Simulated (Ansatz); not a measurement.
# BF+ (doublet): trial inputs and their diagnosis at distance B1–F2 = 1.494 Å

4 inputs are run for BF+ (doublet) as typed; the log has to tell whether the result can be used and what must change.

The runs use Ansatz 0.2.0, Gaussian basis; the settings change from run to run.

30 further runs of the same task are left out: 8 for a known fault of the program, 14 that didn't finish, 8 set aside as unsound or not needed.

### 1 The system

The geometry derives from a PBE0/def2-TZVP stationary point (not a proven minimum). One bond is set to the value named and the two fragments are kept rigid.

2 atoms, charge 1, spin multiplicity 2.

Atoms are counted from 1 here; the program's logs count them from 0.

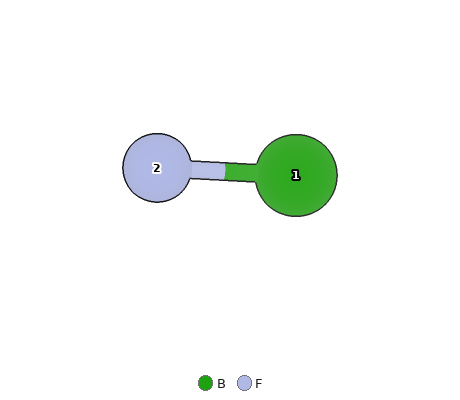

The structure; boron green, fluorine light blue; atoms are numbered from 1 in the order of the file.

### 2 Input 1

Input file in.yaml:

```yaml
crystal:
  periodic: [false, false, false]
  atoms:
    - {symbol: B, position_ang: [0.000000, 0.000000, 0.000000]}
    - {symbol: F, position_ang: [0.000000, 0.000000, 1.494000]}
basis:
  gaussian: {orbitals: "6-31G*"}
total_charge: 1
magnetization: {spin_polarized: false, initial_magnetization: 1}
correlation: {method: mp2, frozen_orbitals: {B: 9}}
output: {forces: true}
```

Launch:

```bash
> ansatz run in.yaml --threads 1 --pin off --events-out ev --progress --plain --max-ram 2393MiB
```

Log:

```text
Functional definition: HF
  name "HF"
  cite "Fock, Z. Phys. 61, 126 (1930) doi:10.1007/BF01340294"
  parent pbe
  exchange = exact_x
  correlation = 0
Error: "frozen_orbitals" has no count for F
```

It took 0.03 s on 1 thread of Intel Xeon 6975P-C, shared host.

Diagnosis: The run was refused. The frozen-orbital counts are incomplete or too large. Fix: leave frozen_orbitals out, or give each element a count that its core has.

### 3 Input 2

Input file in.yaml:

```yaml
crystal:
  periodic: [false, false, false]
  atoms:
    - {symbol: B, position_ang: [0.000000, 0.000000, 0.000000]}
    - {symbol: F, position_ang: [0.000000, 0.000000, 1.494000]}
basis:
  gaussian: {orbitals: def2-SVP}
total_charge: 1
magnetization: {spin_polarized: false, initial_magnetization: 9}
hamiltonian: {xc: hf}
accuracy: high
output: {orbitals: {seedname: orbitals}}
```

Same command.

Log:

```text
Functional definition: HF
  name "HF"
  cite "Fock, Z. Phys. 61, 126 (1930) doi:10.1007/BF01340294"
  parent pbe
  exchange = exact_x
  correlation = 0
510 factors; integrals over basis functions are off by at most 3.2e-9 eV
mean field evaluation 1: about -3255.9431 eV, gradient 6.2e1 eV
mean field evaluation 2: about -3256.0363 eV, gradient 6.2e1 eV
mean field evaluation 4: about -3273.6043 eV, gradient 1.3e0 eV
mean field evaluation 8: about -3273.6255 eV, gradient 1.1e-4 eV
mean field -3273.62551343 eV, -120.3035186753 hartree, gradient 2.5e-8 eV, S^2 24.750000; 0 other end points of the search recorded, 0 dependent functions left out
reference -3273.62551343 eV, -120.3035186753 hartree; 11, 2 occupied and 17, 26 virtual orbitals, 510 factors
Total energy: -3273.62551343 eV, -120.3035186753 hartree
```

Wall time 0.12 s (1 thread of Intel Xeon 6975P-C, shared host).

What is wrong: The run converged, which proves nothing about the input. Far too many unpaired electrons are asked for. Its energy belongs to the state of multiplicity 10, not to the doublet that was meant. Fix: set initial_magnetization to that of the wanted state.

### 4 Input 3

Input file in.yaml:

```yaml
crystal:
  periodic: [false, false, false]
  atoms:
    - {symbol: B, position_ang: [0.000000, 0.000000, 0.000000]}
    - {symbol: F, position_ang: [0.000000, 0.000000, 1.494000]}
basis:
  gaussian: {orbitals: aug-cc-pVDZ}
total_charge: 1
magnetization: {spin_polarized: false, initial_magnetization: 1}
correlation: {method: fic_mrcisd_q, electrons: outside_noble_gas}
```

Launched as before.

Log:

```text
Error: this correlation method needs an active space: name one as the reference
```

It took 0.03 s on 1 thread of Intel Xeon 6975P-C, shared host.

What is wrong: The run was refused. This method needs an active space and has none. Cure: add an active_space block.

### 5 Input 4

Input file in.yaml:

```yaml
crystal:
  periodic: [false, false, false]
  atoms:
    - {symbol: B, position_ang: [0.000000, 0.000000, 1.494000]}
    - {symbol: F, position_ang: [0.000000, 0.000000, 1.494000]}
basis:
  gaussian: {orbitals: def2-TZVP}
total_charge: 1
magnetization: {spin_polarized: false, initial_magnetization: 1}
correlation: {method: ccsd, electrons: valence, diis_vectors: 2}
scf: {lower_state_search: full}
output: {forces: true}
```

Launched as before.

Log:

```text
Error: two nuclei lie on one point
```

It took 0.03 s on 1 thread of Intel Xeon 6975P-C, shared host.

**Diagnosis.** The run was refused. One atom lies on top of another. The shortest distance is 0.00 Å, against 1.49 Å in the geometry of step 1. Cure: restore its position.

### 6 How the runs ended

```tsv
input	level	ended	cause	time
1	MP2 on ROHF/6-31G*	refused	the frozen-orbital counts are incomplete or too large	0.03 s
2	HF/def2-SVP	converged	far too many unpaired electrons are asked for	0.12 s
3	'fic_mrcisd_q'/aug-cc-pVDZ	refused	this method needs an active space and has none	0.03 s
4	CCSD on ROHF/def2-TZVP	refused	one atom lies on top of another	0.03 s
```

3 refused, 1 converged. The input that converges on a wrong geometry or spin is the dangerous one: no error points at it, so geometry and ⟨S²⟩ have to be checked.
